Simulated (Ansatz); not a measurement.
# Fields on a plane of LiBr (rock salt)

```yaml
crystal:
  lattice:
    - [0.00000, 2.70567, 2.70567]
    - [2.70567, 0.00000, 2.70567]
    - [2.70567, 2.70567, 0.00000]
  atoms:
    - { symbol: Br, position: [0.00000, 0.00000, 0.00000] }
    - { symbol: Li, position: [0.50000, 0.50000, 0.50000] }
```

The slice is a {100} plane (indices of the conventional cell) through the point (0.500, 0.500, 0.500) (fractional), spanned by u = [100] and v = [0 1 -1] in vectors of this cell: u (3.83 Å) and v (3.83 Å, at 90° to u). It covers one period; positions are fractions (u, v).

Atoms on it: Br at (0.50, 0.50); Li at (0.00, 0.00).

These are PBEsol (plane waves to 420 eV, PAW, scalar-relativistic; Ansatz, a first-principles code) values and carry that method's errors. k mesh 11×11×11. Inside the PAW spheres the values are not all-electron values, and peaks at nuclei hang on which shells count as valence. LiBr was relaxed with its symmetry unable to fall.

```
v \ u  0.00  0.15  0.30  0.45  0.60  0.75  0.90
-----  ----  ----  ----  ----  ----  ----  ----
0.90      x     x   4.2   6.0   5.7   2.5     x
0.80      x     x   3.9   2.1   2.8   3.7     x
0.70    3.9   4.3   0.2     x     x   2.5   4.2
0.60    6.1   4.9     x     x     x  -1.2   5.7
0.50    6.6   4.8     x     x     x     x   6.0
0.40    6.1   4.9     x     x     x  -1.2   5.7
0.30    3.9   4.3   0.2     x     x   2.5   4.2
0.20      x     x   3.9   2.1   2.8   3.7     x
0.10      x     x   4.2   6.0   5.7   2.5     x
0.00      x     x   3.9   6.5   6.1     x     x
```

Values: electrostatic potential energy of an electron, from the cell's mean, in eV. Points within 1 Å of a nucleus are blanked (x), as the pseudised field means little there. The zero, the cell's mean, hangs on the PAW cores.

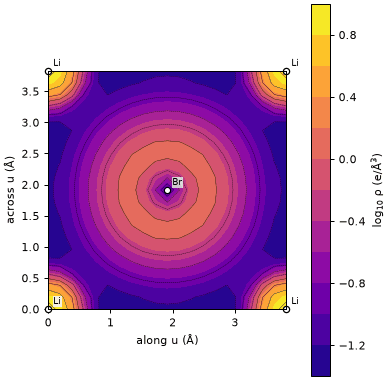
*Log₁₀ of the valence density in e/Å³, one period of the plane, atoms marked. The scale is logarithmic, as a density can span decades between atoms and voids.*

The density on the Br–Li line (2.71 Å) at its density minimum, 1.8 Å from Br is 0.07 e/Å³ and the ELF at that point is 0.0. Character of the Br–Li contact (rough rule: ELF there above 0.7 covalent, below 0.2 ionic, polar between): closed-shell (ionic).
